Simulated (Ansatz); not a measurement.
Run report: Ge$_{2}$H$_{7}$Br, molecular dynamics (part 3 of 3)

The same run, continued: Ge$_{2}$H$_{7}$Br; RKS B3LYP-D4/def2-SVP (Ansatz 0.2.0). It belongs to a series of runs on one base structure; here: dynamics from the highest image of the converged band.

Geometry of the input (Å):
```
Ge -0.2602  0.0430  0.0270
Ge -0.0513  -0.0149  2.8614
H  -1.1398  -0.1720  3.9330
H  0.9433  -1.1871  2.8550
H  0.6661  1.3419  2.9424
H  1.2658  0.1479  0.3441
H  -0.7001  1.3564  -0.6146
H  -0.5129  -1.2943  -0.6643
Br -3.0938  -0.1533  0.8062
H  -1.2197  -0.0677  1.5323
```

### Output, continued
```
md step   197: t =    98.50 fs  T =  1740.8 K  F+E_penalty+E_count = -183177.68372817 eV  E_kin = 1.800156 eV  conserved = -183175.88357180 eV  (27 SCF iters, 3 dispersion substeps)
md step   198: t =    99.00 fs  T =  1729.6 K  F+E_penalty+E_count = -183177.67216128 eV  E_kin = 1.788559 eV  conserved = -183175.88360212 eV  (27 SCF iters, 3 dispersion substeps)
md step   199: t =    99.50 fs  T =  1718.7 K  F+E_penalty+E_count = -183177.66088042 eV  E_kin = 1.777255 eV  conserved = -183175.88362492 eV  (27 SCF iters, 3 dispersion substeps)
these checks for a lower state are left out or cut short: starts, cluster_reference, orbital_swaps, neighbouring_geometries, increment
1400 factors; integrals over basis functions are off by at most 3.9e-4 eV
mean field -183177.31534987 eV, -6731.6421770639 hartree, gradient 6.7e-6 eV, S^2 0.000000; 0 other end points of the search recorded, 0 dependent functions left out
the calculation of the forces begins
reference -183177.31565226 eV, -6731.6421881766 hartree; 53, 53 occupied and 78, 78 virtual orbitals, 1400 factors
1400 factors; integrals over basis functions are off by at most 3.9e-4 eV
mean field evaluation 1280: about -183177.3153 eV, gradient 1.3e-3 eV
mean field -183177.31534987 eV, -6731.6421770639 hartree, gradient 6.7e-6 eV, S^2 0.000000; 1 other end points of the search recorded, 0 dependent functions left out
the calculation of the forces begins
reference -183177.31565226 eV, -6731.6421881766 hartree; 53, 53 occupied and 78, 78 virtual orbitals, 1400 factors
md step   200: t =   100.00 fs  T =  1707.7 K  F+E_penalty+E_count = -183177.64953299 eV  E_kin = 1.765898 eV  conserved = -183175.88363510 eV  (24 SCF iters, 3 dispersion substeps)
```

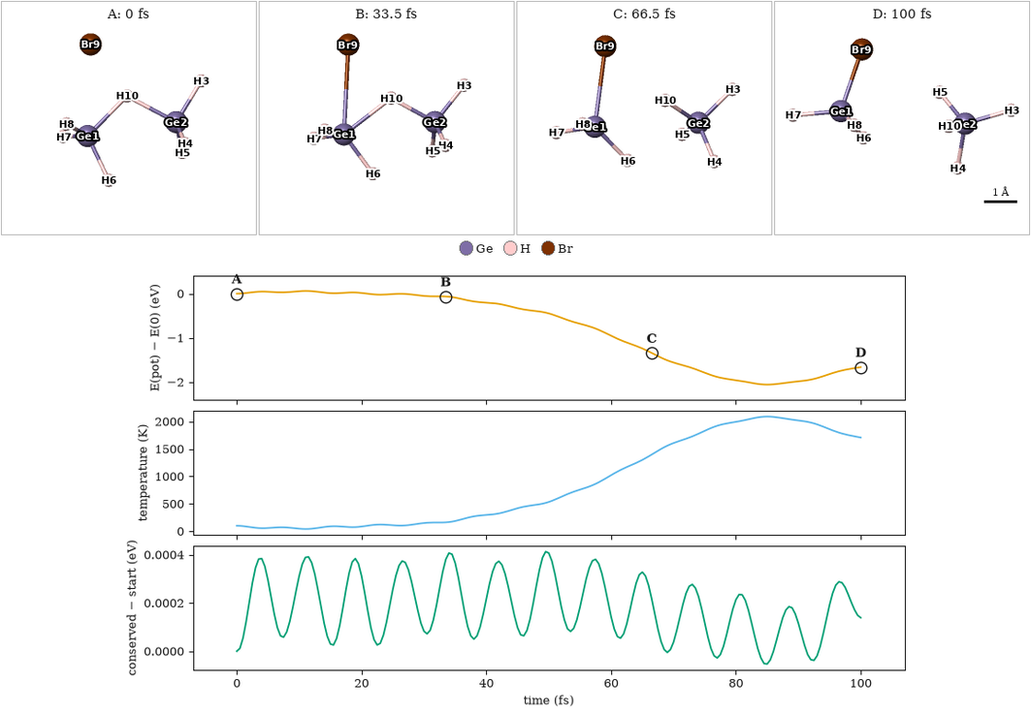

*Frames of the molecular dynamics (ball-and-stick, seen at a tilt) above the curves, on which the letters mark them.*

The trajectory kept here has 201 frames over 100 fs. The temperature starts at 100 K, ranges from 41 to 2090 K and averages 1559 K over the second half. The potential energy ends 1.662 eV below its first value. The conserved quantity stays within 0.00047 eV. After an unweighted best fit of the last frame on the first, the root-mean-square displacement is 1.25 Å, and Br9 has moved furthest (2.02 Å).

```
Total energy: -183177.64983538 eV, -6731.6544691799 hartree
Atom 0 at    -0.843987     0.016734    -0.364099 Å, force     4.463403     0.496210    -1.983923 eV/Å
Atom 1 at     0.111229    -0.072239     3.473608 Å, force     0.069188    -0.359169    -0.396523 eV/Å
Atom 2 at    -0.063730    -0.359458     4.962619 Å, force     0.053867     0.227614     0.271715 eV/Å
Atom 3 at     1.337771     0.762945     3.091575 Å, force     0.139036     0.197350     0.252871 eV/Å
Atom 4 at    -1.132137     0.611384     2.872124 Å, force     0.087401    -0.131530     0.179200 eV/Å
Atom 5 at    -0.118981     1.209806     0.307794 Å, force     0.192620    -0.170985    -0.089564 eV/Å
Atom 6 at    -0.989179     0.374436    -1.860928 Å, force    -0.008387    -0.211876     0.027641 eV/Å
Atom 7 at    -0.082922    -1.313007    -0.112388 Å, force    -0.047628     0.214220    -0.177976 eV/Å
Atom 8 at    -2.711329    -0.073471     0.582797 Å, force    -4.718199    -0.366604     2.017497 eV/Å
Atom 9 at     0.389894    -1.460208     2.839947 Å, force    -0.231302     0.104770    -0.100937 eV/Å
Dipole moment:     0.102196     0.012071    -0.086919 e Å
```

### Trajectory as extended XYZ (Å, eV, eV/Å), 10 of the 201 frames kept, from step=0 to step=200
```
10
Properties=species:S:1:pos:R:3:forces:R:3 step=0 time_fs=0.0 energy=-183175.98718 temperature=100.0
Ge   -0.2602    0.0430    0.0270    0.0107   0.0034  -0.0049
Ge   -0.0513   -0.0149    2.8614   -0.0107  -0.0008   0.0057
H    -1.1398   -0.1720    3.9330    0.0023   0.0023  -0.0024
H     0.9433   -1.1871    2.8550    0.0024  -0.0059  -0.0002
H     0.6661    1.3419    2.9424    0.0067   0.0058   0.0003
H     1.2658    0.1479    0.3441   -0.0032  -0.0005   0.0000
H    -0.7001    1.3564   -0.6146   -0.0031   0.0021   0.0001
H    -0.5129   -1.2943   -0.6643   -0.0002  -0.0036  -0.0037
Br   -3.0938   -0.1533    0.8062   -0.0021  -0.0024  -0.0004
H    -1.2197   -0.0677    1.5323   -0.0027  -0.0003   0.0055
10
Properties=species:S:1:pos:R:3:forces:R:3 step=22 time_fs=11.0 energy=-183175.92595 temperature=41.2
Ge   -0.2640    0.0467    0.0302   -0.3428  -1.3126  -0.8182
Ge   -0.0556   -0.0151    2.8584    0.5440  -0.6310   1.1772
H    -1.1009   -0.1637    4.0088    0.2767   0.1135  -0.3346
H     0.9626   -1.2046    2.8322   -0.2725   0.3200   0.0651
H     0.7115    1.3134    2.8630   -0.1209   0.0874  -0.0264
H     1.2655    0.1452    0.3554   -0.1701   0.0931   0.2400
H    -0.6585    1.2958   -0.7016   -0.1788   0.4644  -0.1939
H    -0.4267   -1.3647   -0.6410    0.0136   0.6178   0.2224
Br   -3.0916   -0.1524    0.8063    0.3253   0.0618  -0.2403
H    -1.0349   -0.2212    1.5818   -0.0745   0.1857  -0.0911
10
Properties=species:S:1:pos:R:3:forces:R:3 step=44 time_fs=22.0 energy=-183176.00452 temperature=116.8
Ge   -0.2747    0.0445    0.0215   -0.8245   0.1880  -0.8281
Ge   -0.0519   -0.0194    2.8692    0.4337   0.2030   1.0991
H    -1.0491   -0.0803    4.0220   -0.1248  -0.0466   0.1450
H     0.9489   -1.1711    2.8639    0.1765  -0.1134   0.0502
H     0.6324    1.3507    2.7625    0.0063  -0.0041   0.0694
H     1.1648    0.2495    0.5721    0.0514  -0.0291  -0.1849
H    -0.6566    1.3130   -0.7634    0.0477  -0.1319   0.0678
H    -0.3903   -1.3212   -0.6407    0.0704  -0.0927  -0.0929
Br   -3.0850   -0.1507    0.8030    0.4276   0.0945  -0.4317
H    -0.9545   -0.2037    1.5952   -0.2643  -0.0678   0.1060
10
Properties=species:S:1:pos:R:3:forces:R:3 step=67 time_fs=33.5 energy=-183176.05149 temperature=162.6
Ge   -0.2993    0.0417   -0.0004   -1.2686   1.0457  -0.3948
Ge   -0.0413   -0.0229    2.9002   -0.0666   0.4850   0.7694
H    -1.0002   -0.0417    4.0790   -0.1475  -0.1027   0.3950
H     1.0043   -1.1168    2.9522    0.3189  -0.2402  -0.0125
H     0.5537    1.3858    2.7381    0.0797  -0.0524   0.0755
H     1.0838    0.3220    0.6241    0.1301  -0.0508  -0.1022
H    -0.6565    1.3155   -0.8332    0.0662  -0.4128   0.2065
H    -0.2894   -1.2826   -0.6904   -0.0436  -0.6541  -0.2895
Br   -3.0715   -0.1475    0.7927    0.5279   0.1024  -0.6383
H    -1.0612   -0.2442    1.7058    0.4034  -0.1203  -0.0091
10
Properties=species:S:1:pos:R:3:forces:R:3 step=89 time_fs=44.5 energy=-183176.30031 temperature=403.0
Ge   -0.3411    0.0413   -0.0301   -1.0505  -0.4174  -0.8565
Ge   -0.0293   -0.0231    2.9490    0.7939  -0.2736   1.8125
H    -0.8919   -0.1073    4.2485    0.0998  -0.0046  -0.3510
H     1.1452   -1.0512    3.0237   -0.1993   0.2394  -0.0289
H     0.5531    1.3907    2.7900   -0.1395   0.0107  -0.0861
H     1.0734    0.3163    0.5517   -0.1852   0.0700   0.1180
H    -0.6932    1.2328   -0.9166   -0.0692   0.1384  -0.1335
H    -0.2276   -1.3335   -0.7374   -0.1867   0.1852   0.1547
Br   -3.0499   -0.1428    0.7736    1.0129   0.1796  -0.6198
H    -0.8873   -0.4416    1.7520   -0.0761  -0.1276  -0.0093
10
Properties=species:S:1:pos:R:3:forces:R:3 step=111 time_fs=55.5 energy=-183176.68722 temperature=777.2
Ge   -0.4024    0.0393   -0.0731   -1.5866  -0.8206  -0.7884
Ge   -0.0071   -0.0259    3.0206    0.7730  -0.6364   1.3102
H    -0.8353   -0.1976    4.3209    0.0817   0.1033  -0.1931
H     1.2953   -0.8894    3.0919   -0.1021   0.2791   0.1654
H     0.4080    1.4269    2.7550   -0.2583   0.0278  -0.0626
H     0.9399    0.3938    0.5983   -0.1352   0.0453   0.0466
H    -0.7531    1.1544   -1.0443   -0.0175   0.2379  -0.3031
H    -0.3275   -1.3900   -0.7205    0.0448   0.5209   0.2802
Br   -3.0137   -0.1354    0.7455    1.4632   0.2861  -0.4855
H    -0.7100   -0.7332    1.8719   -0.2630  -0.0433   0.0304
10
Properties=species:S:1:pos:R:3:forces:R:3 step=133 time_fs=66.5 energy=-183177.32964 temperature=1398.4
Ge   -0.4904    0.0351   -0.1288   -2.1300   0.5666  -0.8908
Ge    0.0251   -0.0366    3.1093   -0.4333  -0.3024   0.3779
H    -0.7973   -0.1941    4.3753   -0.0606   0.0552   0.5376
H     1.4550   -0.5293    3.3096    0.3000   0.0332   0.0274
H    -0.0075    1.4378    2.6585   -0.0279  -0.1638   0.0562
H     0.6737    0.5409    0.7096    0.0019   0.0168   0.0509
H    -0.7504    1.0735   -1.2734    0.1304  -0.3343   0.2246
H    -0.3656   -1.3852   -0.6250    0.2456  -0.3921  -0.0968
Br   -2.9566   -0.1239    0.7103    1.6629   0.3234  -0.4197
H    -0.6887   -1.0136    2.1361    0.3109   0.1975   0.1327
10
Properties=species:S:1:pos:R:3:forces:R:3 step=156 time_fs=78.0 energy=-183177.90341 temperature=1953.1
Ge   -0.6141    0.0307   -0.1993   -0.9006   0.2492  -0.6570
Ge    0.0560   -0.0520    3.2181   -0.4350   0.1937   1.1824
H    -0.5993   -0.1109    4.6255    0.0450  -0.1741  -0.0481
H     1.5792   -0.0006    3.4988   -0.1006  -0.0919  -0.3651
H    -0.4726    1.2705    2.6315    0.1630  -0.0790   0.0782
H     0.3158    0.6867    0.8123    0.0118   0.1246  -0.1764
H    -0.6706    0.8522   -1.5231   -0.0991  -0.1342   0.2911
H    -0.1989   -1.3978   -0.4883    0.0755  -0.3863  -0.0381
Br   -2.8721   -0.1071    0.6669    0.9321   0.1653  -0.3265
H    -0.4556   -1.2669    2.4105    0.3080   0.1327   0.0595
10
Properties=species:S:1:pos:R:3:forces:R:3 step=178 time_fs=89.0 energy=-183177.98733 temperature=2034.4
Ge   -0.7438    0.0230   -0.2763    2.0665  -0.4196  -0.1189
Ge    0.0806   -0.0641    3.3411    0.6753   0.5981   1.0332
H    -0.3312   -0.1945    4.8526    0.0910  -0.0629  -0.4473
H     1.5786    0.4481    3.3162   -0.5441  -0.2254  -0.0320
H    -0.7890    1.0217    2.6909   -0.0497  -0.1602   0.1214
H     0.0002    0.9383    0.7195    0.1392  -0.0455  -0.3667
H    -0.7238    0.6125   -1.6701   -0.2167   0.1739  -0.4233
H    -0.0465   -1.3925   -0.2998   -0.3932   0.4712   0.0173
Br   -2.7793   -0.0889    0.6213   -1.6196  -0.2135   0.3983
H     0.0299   -1.4276    2.6595   -0.1488  -0.1162  -0.1819
10
Properties=species:S:1:pos:R:3:forces:R:3 step=200 time_fs=100.0 energy=-183177.64953 temperature=1707.7
Ge   -0.8440    0.0167   -0.3641    4.4634   0.4962  -1.9839
Ge    0.1112   -0.0722    3.4736    0.0692  -0.3592  -0.3965
H    -0.0637   -0.3595    4.9626    0.0539   0.2276   0.2717
H     1.3378    0.7629    3.0916    0.1390   0.1974   0.2529
H    -1.1321    0.6114    2.8721    0.0874  -0.1315   0.1792
H    -0.1190    1.2098    0.3078    0.1926  -0.1710  -0.0896
H    -0.9892    0.3744   -1.8609   -0.0084  -0.2119   0.0276
H    -0.0829   -1.3130   -0.1124   -0.0476   0.2142  -0.1780
Br   -2.7113   -0.0735    0.5828   -4.7182  -0.3666   2.0175
H     0.3899   -1.4602    2.8399   -0.2313   0.1048  -0.1009
```

### Key numbers

| quantity | value |
| --- | --- |
| outcome | finished |
| mean temperature over the second half | 1559 K |
| trajectory | 200 steps, 100 fs |
| ensemble | nve |
| temperature in the input | 100.0 K |
| time step | 0.5 fs |
| potential energy (last step) | −183177.6498 eV |
| mean-field energy (last step) | −183177.3157 eV |
| largest force (length of the vector) (last step) | 5.145 eV/Å |
| hardware | 4 threads of Arm Neoverse V1, 24 GiB of memory available, shared host |
| wall time | 9.6 min (CPU time 35 min) |
| peak memory | 0.4 GiB |

So short a trajectory is not equilibrated.
